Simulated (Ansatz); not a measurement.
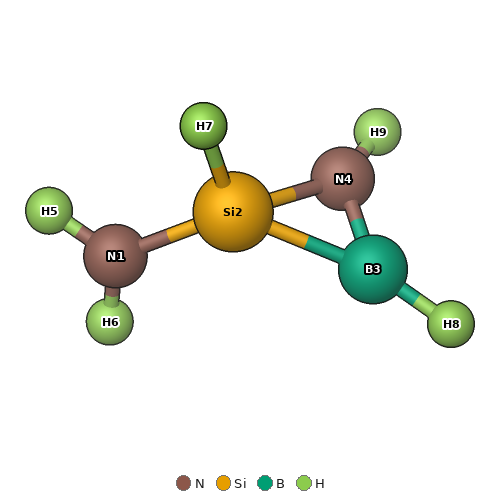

The system is BH5N2Si, SMILES N[SiH]1BN1; the picture shows the reference structure. 
- The first coordinate is: umbrella angle at N1 (between each of its bonds and their common axis; 90 is planar); the second: change of the bonds N1–Si2, N1–H5, N1–H6, all alike.
- Nothing is relaxed (all other coordinates rigid).
- The grid has 11 × 11 points.
- Points are written as (first, second).
- All energies are given in kJ/mol relative to the lowest grid point.
- Computed with RKS PBE0-D4/def2-TZVP in Ansatz.

Its coordinates:

```xyz
9

N    -0.6378    1.5881    0.2182
Si    0.2589    0.1755    0.5305
B    -0.2339   -1.6258    0.1102
N     0.6504   -0.9716   -0.7384
H    -0.2213    2.5033    0.2129
H    -1.5618    1.5773   -0.1773
H     1.4412    0.6209    1.3053
H    -0.7413   -2.7024    0.1144
H     1.1340   -1.2116   -1.5929
```

Range: umbrella angle at N1 (between each of its bonds and their common axis; 90 is planar) from 66.0 to 114.0°; change of the bonds N1–Si2, N1–H5, N1–H6, all alike from −0.136 to 0.210 Å.

**Predict the map.**

The lowest grid point is at (94.8°, 0.002 Å). It is the only kind of minimum in the scanned range. The highest grid point, (66.0°, −0.136 Å), lies 205 kJ/mol above the lowest. Round the minimum the valley is somewhat tilted: raising the first coordinate shifts the best value of the second coordinate upwards (coupling k₁₂/√(k₁₁k₂₂) about −0.2).

```csv
"second ↓, first →",66.0,70.8,75.6,80.4,85.2,90.0,94.8,99.6,104.4,109.2,114.0
0.210,155,159,167,174,179,180,177,170,162,155,151
0.176,117,119,124,130,134,135,132,127,120,115,113
0.141,83,83,85,89,92,92,90,86,82,79,80
0.106,55,52,52,54,56,56,54,52,49,48,52
0.072,35,29,27,27,28,28,27,25,24,26,32
0.037,24,15,11,9,9,8,7,7,8,12,21
0.002,24,13,6,3,1,0,0,1,4,10,22
−0.032,39,24,15,10,8,6,7,9,13,22,37
−0.067,72,54,43,36,32,30,31,34,41,52,70
−0.101,124,104,90,81,76,75,76,80,88,102,123
−0.136,205,181,165,154,149,146,148,153,164,180,204
```

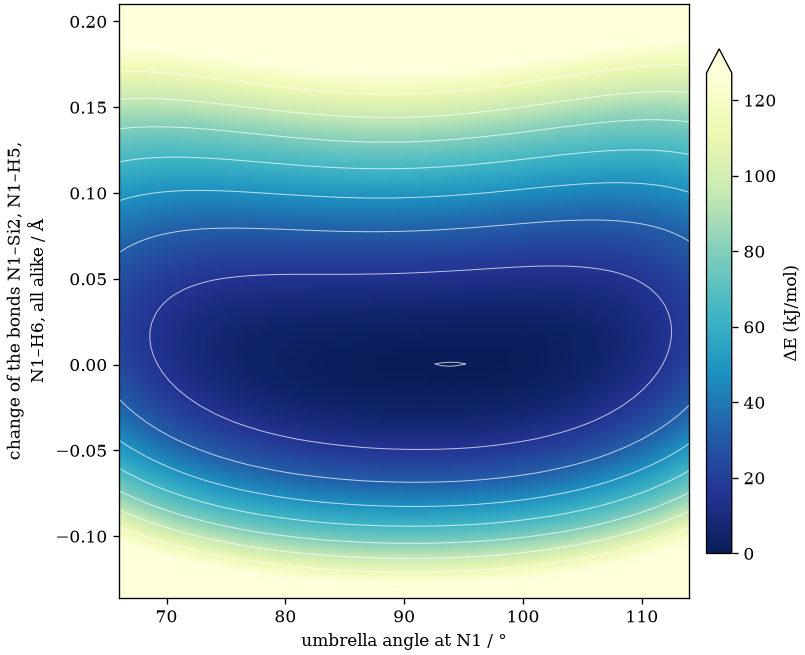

In the figure: a smooth colour map with a few white contour lines, one colour for all values above the top of the scale. Between grid points the surface is interpolated.

Each point was launched as `ansatz run input.yaml --threads 1 --pin off --max-ram 2560MiB --backend cpu --events-out ev --progress --plain --runs-dir out`. The whole map (121 points run) took 12 min on 1 thread of Arm Neoverse V1, with other jobs on the host.
